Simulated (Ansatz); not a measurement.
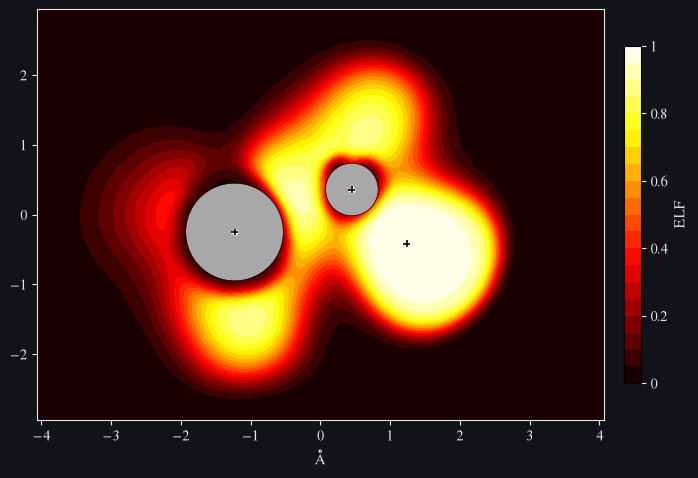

The electron localisation function on a plane through atoms (crosses mark nuclei in the plane; grey discs cover the cores).

The calculation used Ansatz 0.2.0, isolated molecule in a Gaussian basis; Kohn-Sham density functional theory, functional PBE0.

Candidates:
A. Br3ClSi
B. CH2FSi (SMILES C=[Si+]F) (charge +1)
C. CH3OS (SMILES OC[S-]) (charge −1)

**Which system is this?**

Candidate B: CH2FSi on the plane of atoms Si3, C1 and H5, which holds C, Si and H. C–Si (1.79 Å): the ELF peaks at about 0.90 between the atoms: localised, covalent bonding. C–H (1.11 Å): the ELF climbs to about 1 towards the hydrogen, as it does in any bond to H (an ordinary covalent bond to hydrogen).
